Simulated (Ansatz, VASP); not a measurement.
# Cross-check of Cs2LiP between VASP and Ansatz, part 2 of 2

One calculation is typed for both programs; each brings its own data sets. How far apart do they land? The cell is generated by rule, not measured, and may not be a known phase. The cell is taken from a series of VASP runs on this material, whose earlier steps may have relaxed, scaled or displaced it; both programs get it as it stands. Valence electrons are named where the data sets of a main pair hold unlike numbers.

VASP 6.6.1 and Ansatz 0.2.0.

So far. Step 3 (VASP: band structure, revPBE with D3(BJ)): Within 0.02 Å the cell has space group Cm; at a tight tolerance a small distortion makes it P1.

### Step 5. VASP: band structure, r2SCAN

Level of this step: r2SCAN; plane waves and PAW (Cs_sv, Li_sv, P); invented cell (VASP).

The same path points are solved in both programs, so levels can be compared one by one.

INCAR reads:

```
SYSTEM = Cs2LiP
PREC = Accurate
ENCUT = 650
EDIFF = 1E-06
NELM = 100
ISMEAR = 0
SIGMA = 0.05
LREAL = .FALSE.
ALGO = Normal
METAGGA = R2SCAN
LASPH = .TRUE.
NBANDS = 27
LORBIT = 11
LWAVE = .FALSE.
LCHARG = .FALSE.
KPAR = 2
```

POSCAR reads:

```
Cs2LiP
1.0
    4.1044531854     -4.3064394911      1.2268414110
    3.3664888358      3.2037219930      0.0582207037
    1.2816001304     -1.4214227380      5.7819633365
Cs Li P
2 1 1
Direct
    0.0847142068      0.1322068170      0.0841663233
    0.4177081829      0.6139060970      0.4175290673
    0.7515536250      0.8772127099      0.7506768217
    0.7507589851      0.3769113760      0.7509927879
```

KPOINTS reads:

```
Automatic mesh
0
Gamma
4 4 4
0 0 0
```

KPOINTS_OPT reads:

```
Line mode
16
Line-mode
Reciprocal
  0.00000000   0.50000000   0.00000000 X
  0.00000000   0.00000000   0.00000000 GAMMA

  0.00000000   0.00000000   0.00000000 GAMMA
  0.00000000   0.00000000   0.50000000 Y

  0.00000000   0.50000000   0.50000000 L
  0.00000000   0.00000000   0.00000000 GAMMA

  0.00000000   0.00000000   0.00000000 GAMMA
  0.50000000   0.00000000   0.00000000 Z

  0.50000000   0.50000000   0.00000000 N
  0.00000000   0.00000000   0.00000000 GAMMA

  0.00000000   0.00000000   0.00000000 GAMMA
  0.50000000   0.00000000   0.50000000 M

  0.50000000   0.50000000   0.50000000 R
  0.00000000   0.00000000   0.00000000 GAMMA
```

PAW data sets: Cs_sv, Li_sv and P (PBE family, release 64).

The run is started by

```console
$ mpirun -np 2 vasp_std
```

Numbers of over 12 decimals in the logs are rounded to 6 here.

What it wrote:

```text
[banner, memory and clock lines left out]
running    2 mpi-ranks, on    1 nodes
[...]
[... a notice as in an earlier step ...]

 LDA part: xc-table for (None), standard interpolation
 POSCAR, INCAR and KPOINTS ok, starting setup
[...]
entering main loop
       N       E                     dE             d eps       ncg     rms          rms(c)
DAV:   1     0.113510234304E+03    0.11351E+03   -0.11626E+04  1944   0.997E+02
DAV:   2    -0.513653614588E+02   -0.16488E+03   -0.15593E+03  2402   0.185E+02
DAV:   3    -0.700566437654E+02   -0.18691E+02   -0.18590E+02  3082   0.584E+01
DAV:   4    -0.710230765870E+02   -0.96643E+00   -0.95884E+00  3061   0.103E+01
[...]
DAV:  15    -0.632756497914E+02   -0.33729E-04   -0.82578E-06  2386   0.114E-02    0.354E-03
DAV:  16    -0.632756532232E+02   -0.34318E-05   -0.10247E-06  1855   0.357E-03    0.170E-03
DAV:  17    -0.632756528168E+02    0.40637E-06   -0.81186E-08  1194   0.134E-03
   1 F= -.63275653E+02 E0= -.63275653E+02  d E =-.687187E-17
 Start KPOINTS_OPT (optional k-point list driver)
k-point batch [1-36\112]
       N       E                     dE             ncg
DAV:   1    -0.320190203544E+04   -0.15359E+05     1944
DAV:   2    -0.925281235729E+04   -0.60509E+04     2348
DAV:   3    -0.992568356375E+04   -0.67287E+03     2927
DAV:   4    -0.997074353189E+04   -0.45060E+02     3192
DAV:   5    -0.997264574828E+04   -0.19022E+01     2586
DAV:   6    -0.997267466863E+04   -0.28920E-01     2704
DAV:   7    -0.997267538665E+04   -0.71802E-03     2594
DAV:   8    -0.997267539858E+04   -0.11928E-04     2677
DAV:   9    -0.997267539884E+04   -0.25780E-06     1764
[...]
k-point batch [109-112\112]
       N       E                     dE             ncg
DAV:   1     0.112991460570E+05   -0.54536E+03      216
DAV:   2     0.106307880593E+05   -0.66836E+03      268
DAV:   3     0.105571145347E+05   -0.73674E+02      320
DAV:   4     0.105514251584E+05   -0.56894E+01      376
DAV:   5     0.105512728668E+05   -0.15229E+00      263
DAV:   6     0.105512690572E+05   -0.38096E-02      288
DAV:   7     0.105512690117E+05   -0.45521E-04      281
DAV:   8     0.105512690104E+05   -0.13006E-05      272
DAV:   9     0.105512690104E+05   -0.14315E-07      199
```

OUTCAR, selected parts (step 5):

```text
  Total        0.3826126      0.3794232      0.3338318     -0.0076883     -0.0123266      0.0024612
  in kB        4.1151516      4.0808478      3.5904938     -0.0826908     -0.1325771      0.0264714
  external PRESSURE =       3.9288311 kB  Pullay stress =       0.0000000 kB

 POSITION                                       TOTAL-FORCE (eV/Angst)
 -----------------------------------------------------------------------------------
      0.90065     -0.06090      0.59827        -0.000555     -0.005267      0.004158
      4.31628     -0.42554      2.96234         0.017186      0.011243     -0.001746
      6.99991     -1.49320      5.31349        -0.025666     -0.003023     -0.003295
      5.31280     -3.09306      5.28522         0.009035     -0.002954      0.000883
 -----------------------------------------------------------------------------------
    total drift:                               -0.024253     -0.001338     -0.005360

  FREE ENERGIE OF THE ION-ELECTRON SYSTEM (eV)
  ---------------------------------------------------
  free  energy   TOTEN  =       -63.2756528168 eV

  energy  without entropy=      -63.2756528168  energy(sigma->0) =      -63.27565282

[... 2 parts as in an earlier step ...]

[... 1 further part left out ...]
[key lines of the parts left out:]
E-fermi :   2.0646
```

The run ends at a pressure of 0.39 GPa, with forces up to 0.026 eV/Å.

### Step 6. Ansatz: band structure, r2SCAN

The same cell, functional, mesh and smearing now go to Ansatz, which takes its cutoff from its data sets.

The cell is taken from a series of VASP runs on this material, whose earlier steps may have relaxed, scaled or displaced it; both programs get it as it stands.

input.yaml reads:

```yaml
crystal:
  lattice:
    - [4.1044531854, -4.3064394911, 1.226841411]
    - [3.3664888358, 3.203721993, 0.0582207037]
    - [1.2816001304, -1.421422738, 5.7819633365]
  atoms:
    - { symbol: Cs, position: [0.0847142068, 0.132206817, 0.0841663233] }
    - { symbol: Cs, position: [0.4177081829, 0.613906097, 0.4175290673] }
    - { symbol: Li, position: [0.751553625, 0.8772127099, 0.7506768217] }
    - { symbol: P, position: [0.7507589851, 0.376911376, 0.7509927879] }
hamiltonian:
  xc: r2scan
  pseudopotentials: { kind: paw }
kpoints:
  mp_grid: { grid: [4, 4, 4] }
  band_path:
    path:
      - [0.0, 0.5, 0.0]
      - [0.0, 0.4, 0.0]
      - [0.0, 0.26667, 0.0]
      - [0.0, 0.13333, 0.0]
      - [0.0, 0.0, 0.0]
      - [0.0, 0.0, 0.1]
      - [0.0, 0.0, 0.2]
      - [0.0, 0.0, 0.33333]
      - [0.0, 0.0, 0.46667]
      - [0.0, 0.5, 0.5]
      - [0.0, 0.43333, 0.43333]
      - [0.0, 0.3, 0.3]
      - [0.0, 0.16667, 0.16667]
      - [0.0, 0.06667, 0.06667]
      - [0.03333, 0.0, 0.0]
      - [0.16667, 0.0, 0.0]
      - [0.3, 0.0, 0.0]
      - [0.43333, 0.0, 0.0]
      - [0.46667, 0.46667, 0.0]
      - [0.36667, 0.36667, 0.0]
      - [0.23333, 0.23333, 0.0]
      - [0.1, 0.1, 0.0]
      - [0.0, 0.0, 0.0]
      - [0.13333, 0.0, 0.13333]
      - [0.26667, 0.0, 0.26667]
      - [0.36667, 0.0, 0.36667]
      - [0.5, 0.0, 0.5]
      - [0.4, 0.4, 0.4]
      - [0.26667, 0.26667, 0.26667]
      - [0.13333, 0.13333, 0.13333]
      - [0.0, 0.0, 0.0]
    npoints: 1
scf:
  occupations: { method: gaussian, width: 0.05 }
  n_extra_bands: 8
output:
  forces: true
  stress: true
  eigenvalues: true
  write_density: true
  write_potential: true
  elf: true
  volumetric_format: npy
```

The run is started by

```console
$ ansatz run input.yaml --threads 2 --pin off --max-ram 4608MiB --backend cpu --events-out ev --progress --plain --runs-dir out
```

What it wrote:

```text
[...]
Crystal: 4 atoms, lattice volume = 148.965 Å³
Basis set: ecut = 500 eV, 3753 PW (Γ), exchange–correlation on 180×144×180 points (64 copies of the dense FFT grid, shifted against one another)
Bands: 21, of which v1, the nominal top of the filled ones, is band 13 counted from 1 (12 counted from 0)
Symmetry: 1 space group operations
[...]
k-point 0: bands = [... 9 lower, -3.4427, 3.8235, 4.0703, 4.0769, 5.8165, 7.0901, 9.0321, 9.0437, ... 4 higher]
  k-point 1: bands = [... 9 lower, -3.2251, 3.7655, 3.9504, 4.2428, 6.7322, 6.7685, 8.3254, 8.7159, ... 4 higher]
  k-point 2: bands = [... 9 lower, -3.1002, 3.7470, 4.1052, 4.4280, 6.4370, 7.3818, 7.9009, 8.5696, ... 4 higher]
  k-point 35: bands = [... 9 lower, -3.1750, 3.4777, 4.5571, 4.6935, 6.8116, 7.3523, 8.4522, 8.6055, ... 4 higher]
[key lines of the parts left out:]
SCF converged after 7 iterations
Free energy (F): -12338.041319 eV
Fermi energy:    5.257147 eV
P = ⅓ Tr σ = 0.3677 GPa (3.677 kbar)
```

It took 13 s on 2 threads of Intel Xeon Platinum 8375C at 2.90GHz (Ice Lake), shared host; peak memory 0.75 GiB; 25 s of CPU time.

### Step 7. Differences

What differs besides the data sets and the points named for the pairs above, as far as they apply: VASP keeps PBE cores, Ansatz makes them for the functional; the cutoff is 500 eV in Ansatz and 650 eV in VASP. Total energies have different zeros and are not compared.

Both answers:

```
                     quantity  Ansatz   VASP  difference
               pressure (GPa)    0.37   0.39       -0.03
gap over the path points (eV)   1.120  1.111      +0.009
```

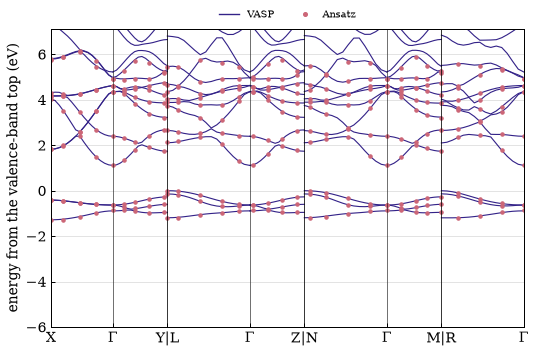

Bands from VASP (lines) and levels from Ansatz (dots). Dots without a line are higher empty bands that the VASP plot leaves out.

Levels at points of the path, from each program's valence-band top (eV; 4 filled, then empty):

```
k (reciprocal lattice)                                  Ansatz                                    VASP
     0.000 0.500 0.000  -8.06 -1.31 -0.41 -0.41 1.83 1.84 4.05  -8.07 -1.28 -0.42 -0.41 1.82 1.83 4.05
     0.000 0.400 0.000  -8.06 -1.28 -0.44 -0.44 1.98 1.99 3.52  -8.07 -1.25 -0.45 -0.44 1.97 1.98 3.52
     0.000 0.267 0.000  -8.09 -1.15 -0.53 -0.52 2.40 2.59 2.59  -8.09 -1.14 -0.54 -0.53 2.40 2.58 2.59
     0.000 0.133 0.000  -8.12 -0.97 -0.60 -0.59 1.49 2.68 3.51  -8.12 -0.98 -0.61 -0.60 1.48 2.68 3.51
     0.000 0.000 0.000  -8.14 -0.87 -0.63 -0.62 1.12 2.39 4.34  -8.14 -0.89 -0.64 -0.63 1.11 2.39 4.35
     0.000 0.000 0.100  -8.09 -0.85 -0.72 -0.59 1.33 2.32 4.28  -8.09 -0.87 -0.73 -0.60 1.32 2.31 4.29
     0.000 0.000 0.200  -7.98 -0.88 -0.78 -0.51 1.80 2.15 3.83  -7.98 -0.89 -0.80 -0.52 1.79 2.14 3.85
     0.000 0.000 0.333  -7.85 -0.97 -0.68 -0.36 1.91 2.41 3.38  -7.85 -0.98 -0.69 -0.37 1.90 2.41 3.39
     0.000 0.000 0.467  -7.80 -0.95 -0.59 -0.27 1.75 2.68 3.21  -7.80 -0.96 -0.61 -0.28 1.74 2.67 3.23
     0.000 0.500 0.500   -7.88 -1.22 -0.14 0.00 2.12 2.66 3.74   -7.88 -1.19 -0.14 0.00 2.11 2.65 3.74
```

At this near-relaxed geometry the largest component of a force difference is 16 meV/Å. Among the levels compared at these points, filled levels agree within 26 meV and empty ones within 22 meV.

### Step 8. Ansatz: single point, revPBE with D3(BJ)

With cell and atoms fixed, the geometry can't cause a difference; cores, projectors, grids and the points listed under the comparison can.

The cell is taken from a series of VASP runs on this material, whose earlier steps may have relaxed, scaled or displaced it; both programs get it as it stands.

input.yaml reads:

```yaml
crystal:
  lattice:
    - [4.1044531854, -4.3064394911, 1.226841411]
    - [3.3664888358, 3.203721993, 0.0582207037]
    - [1.2816001304, -1.421422738, 5.7819633365]
  atoms:
    - { symbol: Cs, position: [0.0847142068, 0.132206817, 0.0841663233] }
    - { symbol: Cs, position: [0.4177081829, 0.613906097, 0.4175290673] }
    - { symbol: Li, position: [0.751553625, 0.8772127099, 0.7506768217] }
    - { symbol: P, position: [0.7507589851, 0.376911376, 0.7509927879] }
hamiltonian:
  xc: revpbe
  pseudopotentials: { kind: paw }
  dispersion: d3bj
kpoints:
  mp_grid: { grid: [6, 6, 6] }
scf:
  occupations: { method: gaussian, width: 0.05 }
  n_extra_bands: 5
output:
  forces: true
  stress: true
  eigenvalues: true
```

What it wrote:

```text
[...]
Crystal: 4 atoms, lattice volume = 148.965 Å³
Basis set: ecut = 420 eV, 2911 PW (Γ), exchange–correlation on 90×64×90 points (8 copies of the dense FFT grid, shifted against one another)
Bands: 18, of which v1, the nominal top of the filled ones, is band 13 counted from 1 (12 counted from 0)
Symmetry: 1 space group operations
[...]
k-point 0: bands = [... 9 lower, -2.9068, 4.0505, 4.2749, 4.2812, 5.7530, 7.1558, 8.9800, 8.9903, ... 1 higher]
  k-point 1: bands = [... 9 lower, -2.7913, 4.0488, 4.1109, 4.3596, 6.2747, 6.9785, 8.5493, 8.7557, ... 1 higher]
  k-point 2: bands = [... 9 lower, -2.6354, 3.9097, 4.2344, 4.5299, 6.6863, 7.0816, 7.9654, 8.4935, ... 1 higher]
  k-point 111: bands = [... 9 lower, -2.6606, 3.6998, 4.7409, 4.8872, 6.7445, 7.3191, 8.3792, 8.5318, ... 1 higher]
[key lines of the parts left out:]
SCF converged after 7 iterations
Free energy (F): -12321.236495 eV
Fermi energy:    5.322446 eV
P = ⅓ Tr σ = -0.0487 GPa (-0.487 kbar)
```

Wall time 11 s (2 threads); peak memory 0.63 GiB.

The run ends at a pressure of -0.05 GPa, with forces up to 0.010 eV/Å.

### Step 9. VASP: single point, revPBE with D3(BJ)

The same cell, functional, mesh and smearing now go to VASP, with its own data sets.

INCAR: that of step 5 with these lines changed.

```diff
@@ -9,5 +9,5 @@
 ALGO = Normal
-METAGGA = R2SCAN
-LASPH = .TRUE.
-NBANDS = 27
+GGA = RE
+IVDW = 12
+NBANDS = 45
 LORBIT = 11
@@ -16 +16,4 @@
 KPAR = 2
+LOPTICS = .TRUE.
+NEDOS = 1500
+CSHIFT = 0.1
```

POSCAR is that of step 5.

KPOINTS reads:

```
Automatic mesh
0
Gamma
6 6 6
0 0 0
```

The run is started by

```console
$ mpirun -np 2 vasp_std
```

What it wrote:

```text
[banner, memory and clock lines left out]
running    2 mpi-ranks, on    1 nodes
[...]
[... a notice as in an earlier step ...]

 LDA part: xc-table for (Slater+PW92), standard interpolation
 POSCAR, INCAR and KPOINTS ok, starting setup
[...]
entering main loop
       N       E                     dE             d eps       ncg     rms          rms(c)
DAV:   1     0.163797657213E+03    0.16380E+03   -0.10281E+04 10080   0.580E+02
DAV:   2     0.473588569850E+01   -0.15906E+03   -0.14747E+03 12053   0.129E+02
DAV:   3    -0.115221170598E+02   -0.16258E+02   -0.16058E+02 15004   0.380E+01
DAV:   4    -0.122419439571E+02   -0.71983E+00   -0.70714E+00 14766   0.575E+00
[...]
DAV:  13    -0.960238975327E+01    0.16187E-06   -0.78481E-05 11248   0.245E-02    0.183E-02
DAV:  14    -0.960236465453E+01    0.25099E-04   -0.73939E-05 12619   0.185E-02    0.146E-02
DAV:  15    -0.960236521907E+01   -0.56454E-06   -0.55159E-06 11997   0.553E-03
   1 F= -.11036202E+02 E0= -.11036202E+02  d E =-.637578E-14
 optical routines
 imaginary and real dielectric function
 recalculating local potential from charge density
 direction            1
 direction            2
 direction            3
```

Parts of OUTCAR (step 9):

```text
 Edisp (eV)   -1.43384

  Total      -0.00964     0.00483    -0.02899    -0.02254    -0.01276    -0.00308
  in kB      -0.10363     0.05200    -0.31183    -0.24246    -0.13723    -0.03313
  external pressure =       -0.12 kB  Pullay stress =        0.00 kB

 POSITION                                       TOTAL-FORCE (eV/Angst)
 -----------------------------------------------------------------------------------
      0.90065     -0.06090      0.59827        -0.002462     -0.001707      0.001683
      4.31628     -0.42554      2.96234         0.006912      0.006880     -0.001991
      6.99991     -1.49320      5.31349        -0.009245     -0.004537      0.000675
      5.31280     -3.09306      5.28522         0.004794     -0.000636     -0.000366
 -----------------------------------------------------------------------------------
    total drift:                                0.000112     -0.000191      0.000119

  FREE ENERGIE OF THE ION-ELECTRON SYSTEM (eV)
  ---------------------------------------------------
  free  energy   TOTEN  =       -11.0362016356 eV

  energy  without entropy=      -11.0362016356  energy(sigma->0) =      -11.03620164

[... 1 part as in an earlier step ...]

[... 2 further parts left out ...]
[key lines of the parts left out:]
E-fermi :   2.2162
```

### Step 10. Differences

The two programs side by side:

```
              quantity  Ansatz   VASP  difference
        pressure (GPa)   -0.05  -0.01       -0.04
gap on the k mesh (eV)   0.863  0.857      +0.006
```

At this near-relaxed geometry the largest component of a force difference is 3 meV/Å. A gap on the mesh is an upper bound, since the band edges may lie between its points.

### Step 11. Outcome

```json
{"largest difference of a filled level at the path points (band structure, revPBE with D3(BJ))": "7 meV", "largest difference of a filled level at the path points (band structure, r2SCAN)": "26 meV", "difference in gap on the k mesh (single point, revPBE with D3(BJ))": "0.0061 eV"}
```

In words: The largest difference of a filled level at the path points is 26 meV (band structure, r2SCAN), within the 80 meV picked in this series as the mark of a large difference. Such differences can come from data sets, numerical settings and the points named under the comparisons, not from the functional's error against experiment.

[Lines on the potential files, build, host, timing and source positions are cut from VASP's logs without a mark.]

[Logs are printed without paths, hosts, clocks, repeated set-up lines and the standing remarks that a program may print on its own settings, such as how far it seeks lower states.]

[Hosts, paths, dates, database ids (printed as entryN), source tags and the programs' standing remarks are cut or masked in the printed files.]
